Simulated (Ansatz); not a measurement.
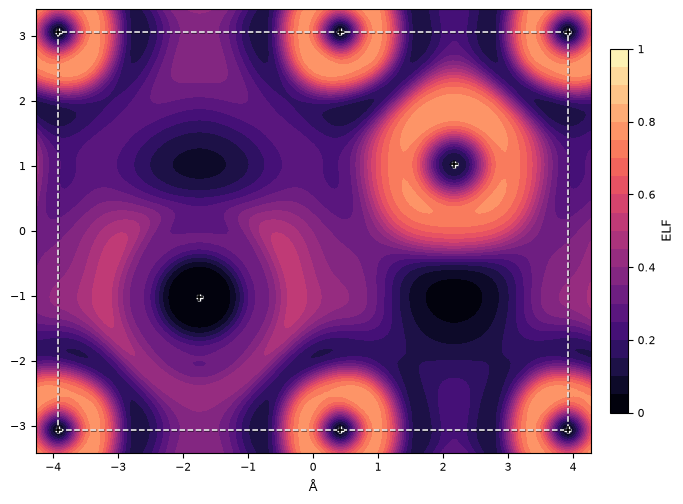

The ELF on a plane through atoms (crosses mark nuclei in the plane).

All numbers below come from DFT PBE, scalar-relativistic, plane waves, PAW in Ansatz 0.2.0.

Candidates:
A. Li4GeN2, a = 10.09 Å, b = 3.19 Å, c = 5.29 Å, α = 90.00°, β = 112.51°, γ = 90.00°. Space group Cm; a structure from a database of computed crystals, not necessarily the ambient phase; a generated structure, not necessarily the stable one; changed on purpose from its base cell (volume × 0.94, shape and atoms relaxed); computed pressure about 2 GPa in this cell.
B. Mo2W3, a = 3.17 Å, b = 4.49 Å, c = 22.47 Å, α = 90.00°, β = 90.00°, γ = 90.00°. Space group Fmmm; a generated structure, not necessarily the stable one; computed without spin polarisation.
C. Nb2SnSe, a = 3.54 Å, b = 3.54 Å, c = 7.84 Å, α = 90.00°, β = 90.00°, γ = 120.00°. Space group P-6m2; a structure from a database of computed crystals, not necessarily the ambient phase; a generated structure, not necessarily the stable one; changed on purpose from its base cell (volume × 1.10, shape and atoms relaxed); computed pressure about −10 GPa in this cell.

Which system is this?

Candidate C: Nb2SnSe on the (110) plane of the conventional cell, which holds Nb, Sn and Se. Nb–Se (2.69 Å): the ELF is about 0.35 at the midpoint. Nb–Sn (2.98 Å): the ELF is about 0.40 at the midpoint.
